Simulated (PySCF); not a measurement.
# A workflow on C2HCl2F (SMILES FC=C(Cl)Cl)

We compute a geometry optimisation (HF/def2-SVPD), then the harmonic vibrations, then the energy (NEVPT2(6,6)/STO-3G), then ionisation energies (EOM-CCSD/ANO-RCC-MB) of C2HCl2F. Input form: a Python script.

The calculation is run with PySCF 2.14.0.

## Step 1: The structure to begin with

C2HCl2F has 6 atoms, charge 0, and is taken as a singlet. SMILES: `FC=C(Cl)Cl`. All atoms were displaced at random from a relaxed shape. The run starts from this shape.

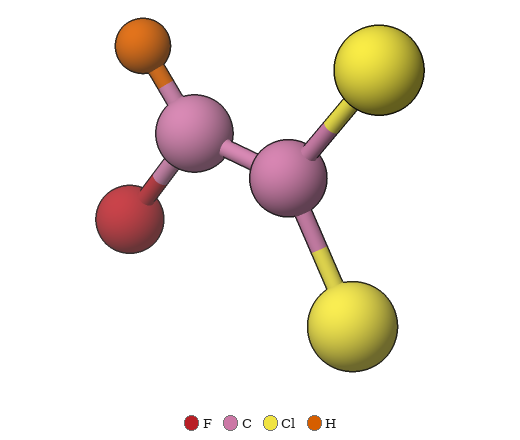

The structure, seen from a chosen angle (fluorine red, carbon pink, chlorine yellow, hydrogen orange).

## Step 2: A structure relaxation at HF/def2-SVPD (sfX2C, density fitting with def2-universal-jkfit) (run 1)

Contents of geometry.xyz:

```xyz
6

F      0.289497    -1.427952     1.069240
C      0.331975    -0.055359     0.621384
C     -0.207775     0.148546    -0.473683
Cl    -0.964795    -0.936621    -1.565977
Cl    -0.305181     1.866691    -0.994358
H      0.859103     0.504070     1.375812
```

Contents of input.py:

```python
from pyscf import gto
from pyscf.geomopt.geometric_solver import kernel as optimise

mol = gto.M(
    atom='geometry.xyz',
    spin=0,
    basis='def2-svpd',
    charge=0,
    max_memory=1860,
    verbose=3,
)

hf = mol.RHF()
hf = hf.x2c()
hf = hf.density_fit(auxbasis='def2-universal-jkfit')
converged, mol_eq = optimise(hf, maxsteps=100, convergence_set='GAU_TIGHT')
print('converged:', converged)
print(mol_eq.tostring())

hf.reset(mol_eq)
mol = mol_eq
hf.kernel()
energy = hf.e_tot
print('E(%s) = %.9f' % ('HF', energy))
```

Command:

```
$ OMP_NUM_THREADS=1 python input.py
```

What it wrote:

```text
convergence_set           GAU_TIGHT
[... 32 lines left out ...]
> Will converge when all 5 criteria are reached:
[... 19 lines left out ...]
converged SCF energy = -1096.87381688658
[... 22 lines left out ...]
converged SCF energy = -1096.89065144428
[... 45 lines left out ...]
converged SCF energy = -1096.90006842409
[... 45 lines left out ...]
converged SCF energy = -1096.90077582006
[... 45 lines left out ...]
converged SCF energy = -1096.90078100167
[... 45 lines left out ...]
converged SCF energy = -1096.90078112975
[... 35 lines left out ...]
Converged! =D
[... 1 line left out ...]
converged: True
F           0.35227323       -1.40209608        1.06269977
C           0.32284526       -0.15752489        0.65440632
C          -0.23524860        0.19406865       -0.48344423
Cl         -0.98059359       -0.92800421       -1.55089925
Cl         -0.24687346        1.84864377       -0.97501377
H           0.79042116        0.54428776        1.32466916
converged SCF energy = -1096.90078113003
E(HF) = -1096.900781130
```

Wall time 51 s (1 thread of Arm Neoverse V2, shared host); peak memory 0.32 GiB.

Step by step:

```tsv
step	energy from the first frame kept (eV)	largest force (eV/Å)
0	0.0000	9.5713
1	-0.4581	3.0422
2	-0.6596	2.3329
3	-0.7143	0.4697
4	-0.7201	0.5977
5	-0.7336	0.0891
6	-0.7337	0.0286
7	-0.7337	0.0095
8	-0.7337	0.0065
9	-0.7337	0.0009
10	-0.7337	0.0002
```

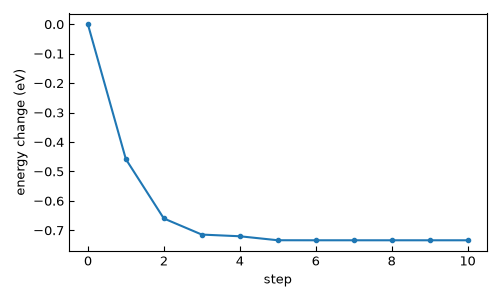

Energy along the run.

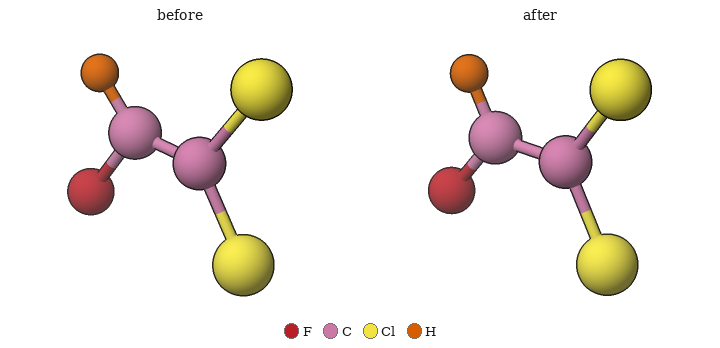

Before and after, at one scale.

After the run. Bond lengths: F1–C2 1.310 Å, C2–C3 1.315 Å, C3–Cl4 1.719 Å, C3–Cl5 1.726 Å, C2–H6 1.077 Å. Angles: F1–C2–C3 122.2°, C2–C3–Cl4 123.1°, C2–C3–Cl5 120.4°, Cl4–C3–Cl5 116.5°, F1–C2–H6 114.5°, C3–C2–H6 123.3°.

## Step 3: The harmonic vibrations at HF/def2-SVPD (sfX2C, density fitting with def2-universal-jkfit) (run 2)

Contents of start.xyz:

```xyz
6

F      0.656587    -1.462908     1.636709
C      0.627159    -0.218337     1.228415
C      0.069065     0.133257     0.090565
Cl    -0.676280    -0.988816    -0.976890
Cl     0.057441     1.787832    -0.401005
H      1.094735     0.483476     1.898678
```

Contents of job.py:

```python
from pyscf import gto, symm
from pyscf.hessian import thermo

system = gto.M(
    atom='start.xyz',
    spin=0,
    charge=0,
    basis='def2-svpd',
    max_memory=1860,
    verbose=3,
)

calc0 = system.RHF()
calc0 = calc0.x2c()
calc0 = calc0.density_fit(auxbasis='def2-universal-jkfit')
calc0.kernel()

etot = calc0.e_tot
print('E = %.10f Eh' % etot)
hess = calc0.Hessian().kernel()
modes = thermo.harmonic_analysis(system, hess)
thermo.dump_normal_mode(system, modes)
symm.geom.TOLERANCE = 1e-3  # for the symmetry number
th = thermo.thermo(calc0, modes['freq_au'], 200, 101325)
thermo.dump_thermo(system, th)
```

Command:

```
$ OMP_NUM_THREADS=1 python job.py
```

What it wrote:

```text
converged SCF energy = -1096.90078113017
[... 67 lines left out ...]
Gibbs free energy [Eh] -1096.89041
```

Run time: 2.2 min. Hardware: 1 thread of Arm Neoverse V2, shared host; peak memory 1.3 GiB.

## Step 4: The energy at NEVPT2(6,6)/STO-3G (density fitting with cc-pvdz-jkfit) (run 3)

Contents of input.py:

```python
from pyscf import gto, mcscf, mrpt

molecule = gto.Mole()
molecule.atom = [
    ('F', (0.352273, -1.402096, 1.062700)),
    ('C', (0.322845, -0.157525, 0.654406)),
    ('C', (-0.235249, 0.194069, -0.483444)),
    ('Cl', (-0.980594, -0.928004, -1.550899)),
    ('Cl', (-0.246873, 1.848644, -0.975014)),
    ('H', (0.790421, 0.544288, 1.324669)),
]
molecule.basis = 'sto-3g'
molecule.cart = True
molecule.charge = 0
molecule.spin = 0
molecule.verbose = 4
molecule.max_memory = 1860
molecule.build()

mf = molecule.RHF()
mf = mf.density_fit(auxbasis='cc-pvdz-jkfit')
mf.kernel()

cas = mcscf.CASSCF(mf, 6, 6)
cas.fix_spin_(ss=0.0)
cas.natorb = True
cas.kernel()
e_pt2 = mrpt.NEVPT(cas).kernel()
e_tot = cas.e_tot + e_pt2
print('E = %.10f Eh' % e_tot)
mf.analyze()
```

Command:

```
$ OMP_NUM_THREADS=1 python input.py
```

What it wrote:

```text
PySCF version 2.14.0

[... 185 lines left out ...]
CASSCF energy = -1082.60181167714
[... 71 lines left out ...]
Two-electron Energy =                  678.123805541124852
[... 7 lines left out ...]
MO #4   energy= -11.177604730392   occ= 2
[... 5 lines left out ...]
MO #10  energy= -7.87181026722167  occ= 2
[... 5 lines left out ...]
MO #16  energy= -1.04296643418803  occ= 2
[... 5 lines left out ...]
MO #22  energy= -0.527096461397524 occ= 2
[... 5 lines left out ...]
MO #28  energy= -0.318902827255199 occ= 2
[... 5 lines left out ...]
MO #34  energy= 0.920208693853745  occ= 0
[... 43 lines left out ...]
Dipole moment(X, Y, Z, Debye):  0.95915,  0.11337,  1.75160
```

Wall time 11 s (1 thread of Arm Neoverse V2, shared host); peak memory 0.13 GiB.

## Step 5: Ionisation energies at EOM-CCSD/ANO-RCC-MB (sfX2C, root kind ip) (run 4)

Contents of input.py:

```python
# ctk1b6630
import numpy
from pyscf import gto, cc

mol = gto.M(
    atom=[
    ('F', (0.352273, -1.402096, 1.062700)),
    ('C', (0.322845, -0.157525, 0.654406)),
    ('C', (-0.235249, 0.194069, -0.483444)),
    ('Cl', (-0.980594, -0.928004, -1.550899)),
    ('Cl', (-0.246873, 1.848644, -0.975014)),
    ('H', (0.790421, 0.544288, 1.324669)),
],
    basis='ano-rcc-mb',
    max_memory=1860,
    spin=0,
    verbose=4,
)

calc0 = mol.RHF()
calc0 = calc0.x2c()
calc0.kernel()

mycc = cc.CCSD(calc0)
mycc.kernel()
e_tot = mycc.e_tot
print('E(%s) = %.9f' % ('EOM-CCSD', e_tot))

e, vec = mycc.ipccsd(nroots=3)
roots = numpy.atleast_1d(e) * 27.211386
print('EOM-IP-CCSD roots (eV)')
for i, w in enumerate(roots, 1):
    print('%3d %10.4f' % (i, w))
```

Command:

```
$ OMP_NUM_THREADS=1 python input.py
```

What it wrote:

```text
PySCF version 2.14.0

[... 62 lines left out ...]
converged SCF energy = -1097.44158996725
[... 11 lines left out ...]
Init t2, MP2 energy = -1097.58525348166  E_corr(MP2) -0.143663514410849
[... 12 lines left out ...]
CCSD converged
[... 3 lines left out ...]
******** <class 'pyscf.cc.eom_rccsd.EOMIP'> ********
max_space = 20
max_cycle = 50
conv_tol = 1e-07
partition = None
EOM-CCSD root 0 E = 0.4047385972415815  qpwt = 0.964491  conv = True
EOM-CCSD root 1 E = 0.4629870011040531  qpwt = 0.97057  conv = True
EOM-CCSD root 2 E = 0.4790160489557289  qpwt = 0.962403  conv = True
EOM-IP-CCSD roots (eV)
  1    11.0135
  2    12.5985
  3    13.0347
```

Run time: 4.2 s. Hardware: 1 thread of Arm Neoverse V2, shared host; peak memory 0.15 GiB.

## Step 6: Summary of results

| quantity | value |
| --- | --- |
| run 1, HF/def2-SVPD: total energy at the end | -1096.90078 Eh |
| run 1, HF/def2-SVPD: dipole moment | 1.40 D |
| run 1, HF/def2-SVPD: HOMO energy | -10.37 eV |
| run 1, HF/def2-SVPD: LUMO energy | 2.42 eV |
| run 1, HF/def2-SVPD: HOMO–LUMO gap | 12.79 eV |
| run 2, HF/def2-SVPD: lowest harmonic wavenumber | 216 cm⁻¹ |
| run 2, HF/def2-SVPD: highest harmonic wavenumber | 3412 cm⁻¹ |
| run 2, HF/def2-SVPD: zero-point energy | 75.4 kJ/mol |
| run 2, HF/def2-SVPD: ideal-gas entropy at 200 K (symmetry number 1 as used) | 67.9 cal/(mol K) |
| run 3, NEVPT2(6,6)/STO-3G: total energy | -1082.68540 Eh |
| run 3, NEVPT2(6,6)/STO-3G: dipole moment (Hartree–Fock density) | 2.00 D |
| run 3, NEVPT2(6,6)/STO-3G: HOMO energy (Hartree–Fock orbitals) | -8.68 eV |
| run 3, NEVPT2(6,6)/STO-3G: LUMO energy (Hartree–Fock orbitals) | 6.96 eV |
| run 3, NEVPT2(6,6)/STO-3G: HOMO–LUMO gap (Hartree–Fock orbitals) | 15.64 eV |
| run 4, EOM-CCSD/ANO-RCC-MB: ground-state or mean-field energy | -1097.61636 Eh |
| run 4, EOM-CCSD/ANO-RCC-MB: dipole moment (Hartree–Fock density) | 1.53 D |
| run 4, EOM-CCSD/ANO-RCC-MB: HOMO energy (Hartree–Fock orbitals) | -11.78 eV |
| run 4, EOM-CCSD/ANO-RCC-MB: LUMO energy (Hartree–Fock orbitals) | 3.12 eV |
| run 4, EOM-CCSD/ANO-RCC-MB: HOMO–LUMO gap (Hartree–Fock orbitals) | 14.90 eV |
| run 4, EOM-CCSD/ANO-RCC-MB: correlation energy | -174.8 mEh |
| run 4, EOM-CCSD/ANO-RCC-MB: T1 diagnostic | 0.005 |
| run 4, EOM-CCSD/ANO-RCC-MB: first ionisation energy | 11.01 eV |

**Reading.** The optimisation (run 1, HF/def2-SVPD) took 10 steps and changed the energy by -0.734 eV. Mulliken charges (run 1, HF/def2-SVPD) run from -0.59 on F1 to +1.18 on C2; in a basis this large or diffuse they mean little. All 12 modes (run 2, HF/def2-SVPD) are real, so the shape is a minimum at this level. Mulliken charges (run 3, NEVPT2(6,6)/STO-3G) of the mean-field density run from -0.10 on F1 to +0.12 on C2; they depend strongly on the basis.
